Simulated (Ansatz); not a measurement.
# Nudged elastic band, with input and output: CH$_{5}$BClFO

The run: nudged elastic band of CH$_{5}$BClFO. Method and program: RKS PBE-D4/def2-mTZVP (Ansatz 0.2.0).

It belongs to a series of runs on one base structure; here: band between the two ends.

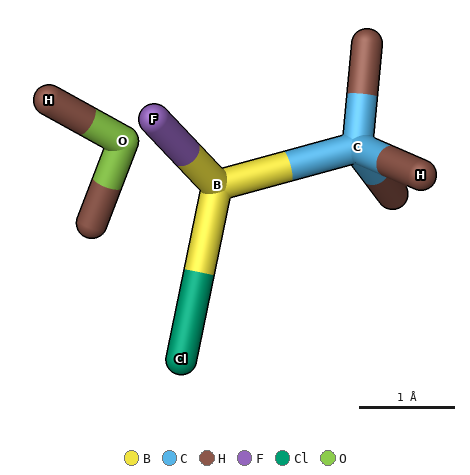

Fig. 1: The input geometry (stick view, seen at a tilt). Bond lengths as drawn: B–C 1.57 Å, B–Cl 1.87 Å, B–F 1.38 Å, C–H 1.10 Å and H–O 0.98 Å.

**Input**
```yaml
crystal:
  periodic: [false, false, false]
  atoms:
    - { symbol: B, position_ang: [-0.113909, -0.216109, 0.452921] }
    - { symbol: C, position_ang: [0.13378, 0.335253, 1.907311] }
    - { symbol: H, position_ang: [-0.682887, 0.090629, 2.601527] }
    - { symbol: H, position_ang: [1.073029, -0.05173, 2.333289] }
    - { symbol: H, position_ang: [0.2153, 1.433355, 1.880826] }
    - { symbol: F, position_ang: [0.915577, -0.171077, -0.457947] }
    - { symbol: Cl, position_ang: [-1.775775, 0.178572, -0.317451] }
    - { symbol: O, position_ang: [-0.280675, -1.984504, 0.615769] }
    - { symbol: H, position_ang: [0.267583, -2.333593, -0.120026] }
    - { symbol: H, position_ang: [-1.210621, -2.147196, 0.340484] }
basis:
  gaussian: { orbitals: def2-mTZVP }
hamiltonian:
  xc: pbe
  dispersion: d4
neb:
  order_check: false
  images: 6
  f_tol: 0.05
  max_iterations: 60
  climbing: false
  final_atoms:
    - { symbol: B, position_ang: [-0.30696741, -0.70417134, -0.78241516] }
    - { symbol: C, position_ang: [0.21293314, 0.0520639, 2.54758802] }
    - { symbol: H, position_ang: [-0.88163004, 0.05148531, 2.4827089] }
    - { symbol: H, position_ang: [0.51521686, 0.25927253, 3.58070465] }
    - { symbol: H, position_ang: [0.61860296, 0.82875296, 1.8881825] }
    - { symbol: F, position_ang: [0.75014603, 0.06467966, -1.03481189] }
    - { symbol: Cl, position_ang: [-1.93118946, 0.02773894, -0.83979945] }
    - { symbol: O, position_ang: [-0.1063184, -2.0162589, -0.50916502] }
    - { symbol: H, position_ang: [-0.93359677, -2.50302243, -0.34119123] }
    - { symbol: H, position_ang: [0.60420508, -0.92694063, 2.24490167] }
  initial_path:
    images:
      - { positions_ang: [[-0.113909, -0.216109, 0.452921], [0.13378, 0.335253, 1.907311], [-0.682887, 0.090629, 2.601527], [1.073029, -0.05173, 2.333289], [0.2153, 1.433355, 1.880826], [0.915577, -0.171077, -0.457947], [-1.775775, 0.178572, -0.317451], [-0.280675, -1.984504, 0.615769], [0.267583, -2.333593, -0.120026], [-1.210621, -2.147196, 0.340484]] }
      - { positions_ang: [[-0.11239626, -0.17052197, 0.31264459], [0.10473921, 0.2627314, 1.90578399], [-0.74733772, -0.01498433, 2.53487717], [1.01836605, -0.19083707, 2.31144501], [0.21189884, 1.34969764, 1.96819547], [0.93392117, -0.12581874, -0.5509708], [-1.77600684, 0.05612116, -0.46619655], [-0.2438347, -1.88451869, 0.61677551], [0.03123077, -2.31504122, -0.10080066], [-0.87917852, -1.83322816, 0.70494927]] }
      - { positions_ang: [[-0.11088351, -0.12493494, 0.17236819], [0.07569841, 0.1902098, 1.90425698], [-0.81178845, -0.12059766, 2.46822733], [0.9637031, -0.32994415, 2.28960102], [0.20849769, 1.26604027, 2.05556493], [0.95226534, -0.08056049, -0.6439946], [-1.77623868, -0.06632968, -0.61494209], [-0.2069944, -1.78453339, 0.61778201], [-0.20512145, -2.29648944, -0.08157531], [-0.54773604, -1.51926033, 1.06941454]] }
      - { positions_ang: [[-0.10937077, -0.07934791, 0.03209178], [0.04665762, 0.1176882, 1.90272997], [-0.87623917, -0.22621099, 2.4015775], [0.90904015, -0.46905122, 2.26775703], [0.20509653, 1.18238291, 2.1429344], [0.97060951, -0.03530223, -0.73701839], [-1.77647053, -0.18878052, -0.76368764], [-0.1701541, -1.68454808, 0.61878852], [-0.44147368, -2.27793767, -0.06234997], [-0.21629357, -1.20529249, 1.4338798]] }
      - { positions_ang: [[-0.13695054, -0.1490711, -0.14438481], [0.05796521, 0.07723261, 1.99419812], [-0.90463104, -0.23180295, 2.38460349], [0.8293527, -0.42462229, 2.44595926], [0.26271124, 1.09601119, 2.14398532], [0.94697652, -0.00162271, -0.81942766], [-1.79867259, -0.2103281, -0.83830884], [-0.14524602, -1.6890845, 0.45808366], [-0.61307079, -2.30214187, -0.093945], [0.0429673, -1.03097029, 1.70593947]] }
      - { positions_ang: [[-0.19362283, -0.33410452, -0.3570616], [0.10962119, 0.06884304, 2.17866142], [-0.89696404, -0.13737353, 2.41730529], [0.72464075, -0.19665735, 2.82420773], [0.38134182, 1.00692511, 2.05871772], [0.88136635, 0.02047808, -0.8912224], [-1.84284488, -0.13097242, -0.83880571], [-0.13227014, -1.79814263, 0.13566743], [-0.71991279, -2.36910206, -0.17636041], [0.23004656, -0.99629374, 1.88559354]] }
      - { positions_ang: [[-0.25029512, -0.51913793, -0.56973838], [0.16127717, 0.06045347, 2.36312472], [-0.88929704, -0.04294411, 2.4500071], [0.61992881, 0.03130759, 3.20245619], [0.49997239, 0.91783904, 1.97345011], [0.81575619, 0.04257887, -0.96301715], [-1.88701717, -0.05161674, -0.83930258], [-0.11929427, -1.90720077, -0.18674879], [-0.82675478, -2.43606224, -0.25877582], [0.41712582, -0.96161719, 2.06524761]] }
      - { positions_ang: [[-0.30696741, -0.70417134, -0.78241516], [0.21293314, 0.0520639, 2.54758802], [-0.88163004, 0.05148531, 2.4827089], [0.51521686, 0.25927253, 3.58070465], [0.61860296, 0.82875296, 1.8881825], [0.75014603, 0.06467966, -1.03481189], [-1.93118946, 0.02773894, -0.83979945], [-0.1063184, -2.0162589, -0.50916502], [-0.93359677, -2.50302243, -0.34119123], [0.60420508, -0.92694063, 2.24490167]] }
```

Command:
```bash
ansatz run input.yaml --threads 4 --pin off --max-ram 5120MiB --backend cpu --events-out ev --progress --plain --runs-dir out
```

**What the program printed**
```
Engine: ansatz 0.2.0, aarch64-unknown-linux-gnu
Functional definition: PBE
  parameter kappa = 0.804
  parameter beta = 0.06672455060314922
  exchange = pbe_x(kappa = kappa, mu = beta*pi^2/3)
  correlation = pbe_c(beta = beta)
1102 factors; their error is unknown
mean field evaluation 1: about -19062.4119 eV, gradient 8.1e1 eV
mean field evaluation 2: about -19037.8542 eV, gradient 1.3e2 eV
mean field evaluation 4: about -19074.6626 eV, gradient 9.9e0 eV
mean field evaluation 8: about -19074.8642 eV, gradient 2.1e-1 eV
mean field evaluation 16: about -19074.8187 eV, gradient 2.3e-4 eV
mean field -19074.81869259 eV, -700.9866575761 hartree, gradient 2.1e-5 eV, S^2 0.000000; 0 other end points of the search recorded, 0 dependent functions left out
the calculation of the forces begins
reference -19074.81873357 eV, -700.9866590820 hartree; 25, 25 occupied and 93, 93 virtual orbitals, 1102 factors
1102 factors; their error is unknown
mean field evaluation 32: about -19075.8439 eV, gradient 1.1e-2 eV
mean field -19075.84386012 eV, -701.0243317879 hartree, gradient 1.2e-5 eV, S^2 0.000000; 0 other end points of the search recorded, 0 dependent functions left out
[... from here on the field's lines of each further geometry are left out, up to the last ...]
NEB iter   1: max|band force component| = 5.705e1 eV/Å  barrier→ = 9.5491 eV  barrier← = 10.5412 eV  Δτ_max = 0.2000 Å  (236 SCF iters)
NEB iter   2: max|band force component| = 6.910e0 eV/Å  barrier→ = 2.0594 eV  barrier← = 3.0515 eV  Δτ_max = 0.2000 Å  (217 SCF iters)
NEB iter   3: max|band force component| = 4.458e0 eV/Å  barrier→ = 1.2944 eV  barrier← = 2.2865 eV  Δτ_max = 0.2000 Å  (213 SCF iters)
NEB iter   4: max|band force component| = 2.697e0 eV/Å  barrier→ = 0.9763 eV  barrier← = 1.9684 eV  Δτ_max = 0.1851 Å  (201 SCF iters)
NEB iter   5: max|band force component| = 1.361e0 eV/Å  barrier→ = 0.7402 eV  barrier← = 1.7323 eV  Δτ_max = 0.1640 Å  (183 SCF iters)
NEB iter   6: max|band force component| = 7.195e-1 eV/Å  barrier→ = 0.6392 eV  barrier← = 1.6314 eV  Δτ_max = 0.1427 Å  (186 SCF iters)
NEB iter   7: max|band force component| = 5.392e-1 eV/Å  barrier→ = 0.5783 eV  barrier← = 1.5704 eV  Δτ_max = 0.1203 Å  (182 SCF iters)
NEB iter   8: max|band force component| = 4.177e-1 eV/Å  barrier→ = 0.5597 eV  barrier← = 1.5518 eV  Δτ_max = 0.0371 Å  (185 SCF iters)
NEB iter   9: max|band force component| = 9.780e-2 eV/Å  barrier→ = 0.5314 eV  barrier← = 1.5235 eV  Δτ_max = 0.0603 Å  (188 SCF iters)
NEB iter  10: max|band force component| = 7.261e-1 eV/Å  barrier→ = 0.5272 eV  barrier← = 1.5193 eV  Δτ_max = 0.0301 Å  (189 SCF iters)
NEB iter  11: max|band force component| = 7.144e-1 eV/Å  barrier→ = 0.5303 eV  barrier← = 1.5224 eV  Δτ_max = 0.0301 Å  (189 SCF iters)
NEB iter  12: max|band force component| = 3.342e-1 eV/Å  barrier→ = 0.5235 eV  barrier← = 1.5157 eV  Δτ_max = 0.0302 Å  (186 SCF iters)
the calculation of the forces begins
reference -19075.83030143 eV, -701.0238335153 hartree; 25, 25 occupied and 93, 93 virtual orbitals, 1102 factors
1102 factors; their error is unknown
mean field -19074.29245884 eV, -700.9673188426 hartree, gradient 6.9e-6 eV, S^2 0.000000; 1 other end points of the search recorded, 0 dependent functions left out
the calculation of the forces begins
reference -19074.29249941 eV, -700.9673203335 hartree; 25, 25 occupied and 93, 93 virtual orbitals, 1102 factors
NEB iter  13: max|band force component| = 4.035e-2 eV/Å  barrier→ = 0.5225 eV  barrier← = 1.5146 eV  Δτ_max = 0.0000 Å  (491 SCF iters)
```

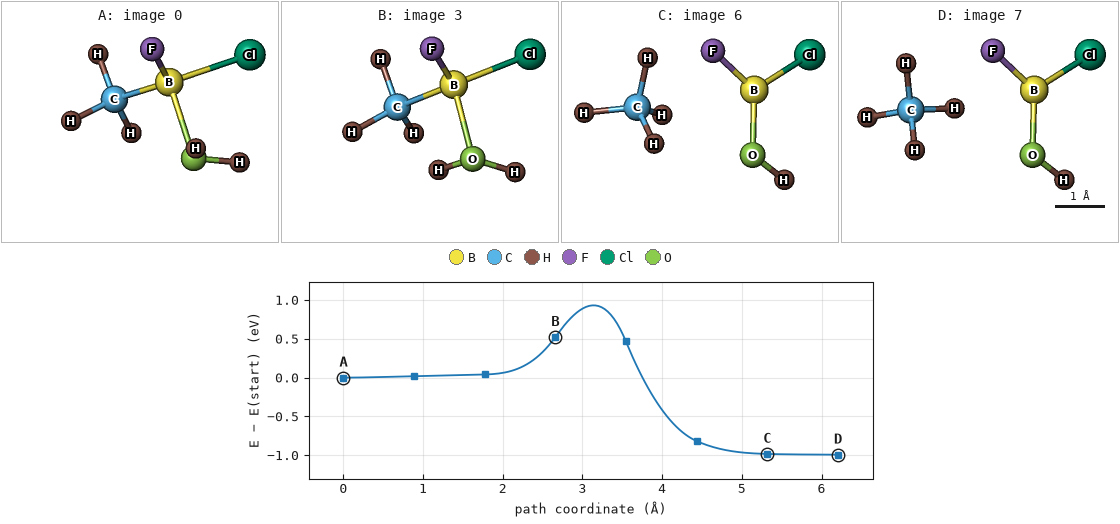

Fig. 2: Images of the last band (counted from 0; ball-and-stick, seen at a tilt) above the energy along the path; the line is a cubic interpolation that uses the forces. The highest image is number 3, 0.522 eV above the start and 1.515 eV above the end; the end lies 0.992 eV below the start. The path is 6.21 Å long. The band converged in 13 iterations.

```
Total energy: -19074.48189118 eV, -700.9742803528 hartree
Atom 0 at    -0.050076    -0.245827     0.207222 Å, force    -0.002076     0.529139     0.522460 eV/Å
Atom 1 at    -0.013427     0.116368     1.820325 Å, force    -0.035843     0.297044    -0.341714 eV/Å
Atom 2 at    -0.912358    -0.121588     2.420148 Å, force     0.046036    -0.001023    -0.256709 eV/Å
Atom 3 at     0.875666    -0.179842     2.416998 Å, force    -0.035051    -0.032385    -0.327137 eV/Å
Atom 4 at     0.030410     1.206897     1.775863 Å, force     0.002528     0.382580     0.295204 eV/Å
Atom 5 at     1.035616     0.142492    -0.511198 Å, force     0.009112     0.005621    -0.075345 eV/Å
Atom 6 at    -1.684373     0.101379    -0.594996 Å, force     0.002795    -0.064217    -0.032690 eV/Å
Atom 7 at     0.050819    -1.932219     0.305915 Å, force     0.018185     0.022132     0.510671 eV/Å
Atom 8 at    -0.842243    -2.299149     0.117577 Å, force     0.043517     0.069849     0.017961 eV/Å
Atom 9 at     0.051366    -1.654912     1.278849 Å, force    -0.049202    -1.208741    -0.312701 eV/Å
Dipole moment:    -0.103918    -0.590818     0.558334 e Å
this run last wrote the band of iteration 13 to [file]
```

**The last band as extended XYZ (Å, eV, eV/Å)**
```
10
Properties=species:S:1:pos:R:3:forces:R:3 image=0 energy=-19075.00431
B    -0.1139   -0.2161    0.4529   -0.0007   0.0128  -0.0025
C     0.1338    0.3353    1.9073    0.0005  -0.0050   0.0030
H    -0.6829    0.0906    2.6015    0.0001   0.0002   0.0010
H     1.0730   -0.0517    2.3333    0.0002  -0.0001   0.0009
H     0.2153    1.4334    1.8808   -0.0005  -0.0005  -0.0017
F     0.9156   -0.1711   -0.4579    0.0010  -0.0042  -0.0013
Cl   -1.7758    0.1786   -0.3175    0.0035  -0.0080   0.0023
O    -0.2807   -1.9845    0.6158   -0.0007   0.0088   0.0041
H     0.2676   -2.3336   -0.1200    0.0074  -0.0020  -0.0050
H    -1.2106   -2.1472    0.3405   -0.0107  -0.0018  -0.0008
10
Properties=species:S:1:pos:R:3:forces:R:3 image=1 energy=-19074.98496
B    -0.0380   -0.2061    0.4008    0.0026  -0.0003  -0.0058
C     0.1017    0.3142    1.8841    0.0010   0.0020   0.0021
H    -0.7537    0.0496    2.5241    0.0031   0.0022   0.0062
H     1.0204   -0.0599    2.3622    0.0044   0.0038  -0.0012
H     0.1595    1.4139    1.8821    0.0002   0.0026  -0.0006
F     1.0209   -0.0883   -0.4567   -0.0072  -0.0029   0.0048
Cl   -1.6787    0.1267   -0.4429   -0.0024  -0.0014   0.0055
O    -0.1092   -1.9771    0.5431   -0.0077  -0.0064   0.0000
H    -0.1896   -2.2770   -0.3892    0.0224  -0.0032  -0.0041
H    -0.9918   -2.1624    0.9291   -0.0164   0.0035  -0.0069
10
Properties=species:S:1:pos:R:3:forces:R:3 image=2 energy=-19074.96337
B    -0.0175   -0.1890    0.3250   -0.0056  -0.0066   0.0062
C     0.0543    0.2889    1.8328    0.0053   0.0097  -0.0048
H    -0.8239    0.0018    2.4321    0.0010   0.0039   0.0056
H     0.9622   -0.0768    2.3404    0.0050   0.0073  -0.0029
H     0.0988    1.3884    1.8623    0.0004   0.0082   0.0054
F     1.0484    0.0347   -0.4902    0.0060   0.0016  -0.0015
Cl   -1.6566    0.0692   -0.5511   -0.0018  -0.0039   0.0021
O    -0.0154   -1.9694    0.4258   -0.0005   0.0060   0.0081
H    -0.6936   -2.2353   -0.2351    0.0044  -0.0017  -0.0219
H    -0.4154   -2.1790    1.2949   -0.0141  -0.0246   0.0037
10
Properties=species:S:1:pos:R:3:forces:R:3 image=3 energy=-19074.48185
B    -0.0501   -0.2458    0.2072   -0.0021   0.5291   0.5225
C    -0.0134    0.1164    1.8203   -0.0358   0.2970  -0.3417
H    -0.9124   -0.1216    2.4201    0.0460  -0.0010  -0.2567
H     0.8757   -0.1798    2.4170   -0.0351  -0.0324  -0.3271
H     0.0304    1.2069    1.7759    0.0025   0.3826   0.2952
F     1.0356    0.1425   -0.5112    0.0091   0.0056  -0.0753
Cl   -1.6844    0.1014   -0.5950    0.0028  -0.0642  -0.0327
O     0.0508   -1.9322    0.3059    0.0182   0.0221   0.5107
H    -0.8422   -2.2991    0.1176    0.0435   0.0698   0.0180
H     0.0514   -1.6549    1.2788   -0.0492  -1.2087  -0.3127
10
Properties=species:S:1:pos:R:3:forces:R:3 image=4 energy=-19074.53729
B    -0.0626   -0.5126   -0.0705   -0.0464  -0.9006  -0.9736
C    -0.0071   -0.0329    2.0086    0.0306  -0.4690   0.5856
H    -0.9355   -0.1422    2.5677   -0.0536   0.0276   0.4893
H     0.9010   -0.1505    2.5988    0.1099   0.1074   0.6023
H     0.0102    1.0106    1.6439    0.0230  -0.6244  -0.5141
F     1.0270    0.1652   -0.4677   -0.0045  -0.0328   0.1312
Cl   -1.6922    0.1229   -0.5650    0.0094   0.0941   0.1039
O     0.0683   -1.9281    0.0184   -0.0401  -0.0272  -0.8768
H    -0.8170   -2.3339    0.0501    0.0045  -0.1382  -0.1634
H     0.0493   -1.0648    1.4524   -0.0327   1.9630   0.6156
10
Properties=species:S:1:pos:R:3:forces:R:3 image=5 energy=-19075.82038
B    -0.1089   -0.6425   -0.4979   -0.0452  -0.0524  -0.2241
C     0.0336   -0.0071    2.2889    0.0145   0.0428   0.1510
H    -0.9067   -0.0355    2.8485    0.0160   0.0515   0.1546
H     0.9008   -0.0063    2.9551   -0.0090   0.0851   0.1996
H     0.0560    0.8977    1.6694    0.0188  -0.0701   0.0239
F     0.9885    0.0941   -0.6576   -0.0155  -0.0489  -0.1119
Cl   -1.7067    0.1339   -0.6793    0.0067  -0.0060  -0.0693
O     0.0224   -1.9759   -0.2651   -0.0320  -0.0152  -0.1513
H    -0.8374   -2.4086   -0.1093    0.0156  -0.0500  -0.0976
H     0.0999   -0.9161    1.6839    0.0301   0.0632   0.1251
10
Properties=species:S:1:pos:R:3:forces:R:3 image=6 energy=-19075.98668
B    -0.1919   -0.7060   -0.7504   -0.0082  -0.0091  -0.0069
C     0.1102    0.0481    2.5221    0.0051   0.0001   0.0119
H    -0.9029    0.0651    2.9415    0.0000   0.0036   0.0059
H     0.8451    0.1817    3.3247   -0.0052   0.0087   0.0168
H     0.2177    0.8631    1.7960    0.0039  -0.0033   0.0044
F     0.8982    0.0294   -0.9565    0.0034   0.0018  -0.0141
Cl   -1.7881    0.0801   -0.8521    0.0007  -0.0039  -0.0094
O    -0.0438   -2.0263   -0.4802   -0.0133   0.0022  -0.0123
H    -0.8928   -2.4844   -0.3412    0.0044  -0.0023  -0.0086
H     0.2897   -0.9171    2.0326    0.0090   0.0023   0.0122
10
Properties=species:S:1:pos:R:3:forces:R:3 image=7 energy=-19075.99642
B    -0.3070   -0.7042   -0.7824    0.0012  -0.0107  -0.0280
C     0.2129    0.0521    2.5476    0.0122  -0.0082  -0.0119
H    -0.8816    0.0515    2.4827   -0.0194  -0.0010  -0.0028
H     0.5152    0.2593    3.5807    0.0045   0.0069   0.0164
H     0.6186    0.8288    1.8882    0.0052   0.0078  -0.0011
F     0.7501    0.0647   -1.0348   -0.0018   0.0019   0.0111
Cl   -1.9312    0.0277   -0.8398    0.0002   0.0009   0.0082
O    -0.1063   -2.0163   -0.5092   -0.0020   0.0077   0.0088
H    -0.9336   -2.5030   -0.3412    0.0012  -0.0001   0.0001
H     0.6042   -0.9269    2.2449   -0.0013  -0.0054  -0.0008
```

**Results in brief**

```csv
quantity,value
outcome,converged
"barrier, forward",0.522 eV
"barrier, backward",1.515 eV
hardware,"4 threads of Arm Neoverse V2, 24 GiB of memory available, shared host"
wall time,84 s (CPU time 5.2 min)
peak memory,0.23 GiB
```

**Remarks**

The order of the saddle point was not checked.
